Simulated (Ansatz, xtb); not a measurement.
# Ligand exchange: HOI + C2H10Si2 → SiH3I + C2H8OSi

Species: HOI (hypoiodous acid) `OI`, singlet; C2H10Si2 `CC[SiH2][SiH3]`, singlet; SiH3I `[SiH3]I`, singlet; C2H8OSi `CC[SiH2]O`, singlet. The partners trade OH for SiH3: I–OH and Si–SiH3 bonds give way to I–SiH3 and Si–OH.

Shapes, held fixed at every level: PBE0-D4/def2-TZVP. Flexible molecules stand in one conformer, not always the lowest. Programs: Ansatz 0.2.0, xtb 6.7.1. The zero-point and thermal change to 298 K, harmonic and unscaled (PBE0-D4/def2-TZVP), is +3.6 kJ/mol.

```json
{"level": "GFN0-xTB", "kind": "semi-empirical", "ΔH(298 K) (kJ/mol)": "-275.3", "less CCSD(T)/def2-TZVPP": "+40.4", "CPU time (sum over the molecules)": "0.14 s"}
{"level": "HF/def2-SVP", "kind": "Hartree–Fock", "ΔH(298 K) (kJ/mol)": "-354.8", "less CCSD(T)/def2-TZVPP": "-39.1", "CPU time (sum over the molecules)": "–"}
{"level": "SPW92/def2-TZVPP", "kind": "LDA", "ΔH(298 K) (kJ/mol)": "-296.1", "less CCSD(T)/def2-TZVPP": "+19.6", "CPU time (sum over the molecules)": "21 s"}
{"level": "PBE-D4/def2-TZVPP", "kind": "GGA", "ΔH(298 K) (kJ/mol)": "-282.3", "less CCSD(T)/def2-TZVPP": "+33.4", "CPU time (sum over the molecules)": "31 s"}
{"level": "r2SCAN-D4/def2-TZVPP", "kind": "meta-GGA", "ΔH(298 K) (kJ/mol)": "-312.0", "less CCSD(T)/def2-TZVPP": "+3.7", "CPU time (sum over the molecules)": "62 s"}
{"level": "B3LYP-D4/def2-TZVPP", "kind": "global hybrid", "ΔH(298 K) (kJ/mol)": "-303.8", "less CCSD(T)/def2-TZVPP": "+11.9", "CPU time (sum over the molecules)": "60 s"}
{"level": "CCSD(T)/def2-SVP", "kind": "coupled cluster or CI", "ΔH(298 K) (kJ/mol)": "-312.4", "less CCSD(T)/def2-TZVPP": "+3.3", "CPU time (sum over the molecules)": "43 s"}
{"level": "CCSD/def2-SVP", "kind": "coupled cluster or CI", "ΔH(298 K) (kJ/mol)": "-318.5", "less CCSD(T)/def2-TZVPP": "-2.8", "CPU time (sum over the molecules)": "–"}
{"level": "CCSD(T)/def2-TZVPP", "kind": "coupled cluster or CI", "ΔH(298 K) (kJ/mol)": "-315.7", "less CCSD(T)/def2-TZVPP": "0.0", "CPU time (sum over the molecules)": "23 min"}
```

The highest level, CCSD(T)/def2-TZVPP, gives ΔH(298 K) = -315.7 kJ/mol; the levels span -354.8 to -275.3. The column of differences is taken from that level and isn't an error. No measured value is set beside it here. For atoms past krypton def2 sets carry core potentials with scalar relativity. Correlated rows may include outer-core shells of I, which these sets cover unevenly. Times are processor times on shared x86 and Arm servers, and rough.

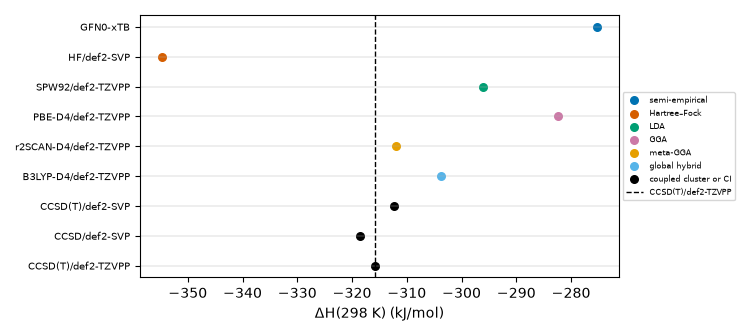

The values of the table, level by level.
